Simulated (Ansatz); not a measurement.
## AlRu: pressure series

The reference is AlRu in the CsCl type structure (space group Pm-3m, No. 221).

Space group Pm-3m (No. 221); a = b = c = 3.0037 Å, α = β = γ = 90.00°

```tsv
atom	site	symmetry	x	y	z
Al	1a	m-3m	0.0000	0.0000	0.0000
Ru	1b	m-3m	0.5000	0.5000	0.5000
```

Cell and atoms are relaxed at each pressure.

Level of theory: PBE, PAW, 420 eV (Ansatz, an electronic-structure program; no spin-orbit coupling).

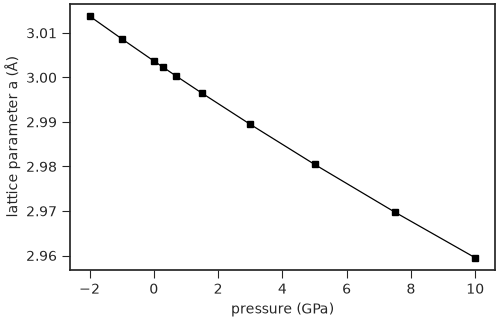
Fig. 1. Lattice parameter a against pressure

```json
[
 {"pressure (GPa)": "-2", "lattice parameter a": "3.014 Å"},
 {"pressure (GPa)": "-1", "lattice parameter a": "3.009 Å"},
 {"pressure (GPa)": "0.3", "lattice parameter a": "3.002 Å"},
 {"pressure (GPa)": "0.7", "lattice parameter a": "3.000 Å"},
 {"pressure (GPa)": "1.5", "lattice parameter a": "2.996 Å"},
 {"pressure (GPa)": "3", "lattice parameter a": "2.989 Å"},
 {"pressure (GPa)": "5", "lattice parameter a": "2.980 Å"},
 {"pressure (GPa)": "7.5", "lattice parameter a": "2.970 Å"},
 {"pressure (GPa)": "10", "lattice parameter a": "2.959 Å"}
]
```

Load acts through the strain it causes; cell and atoms are relaxed under it. Whether these cells are dynamically stable was not tested. No other phases were tried under pressure. The final runs are not spin-polarised.
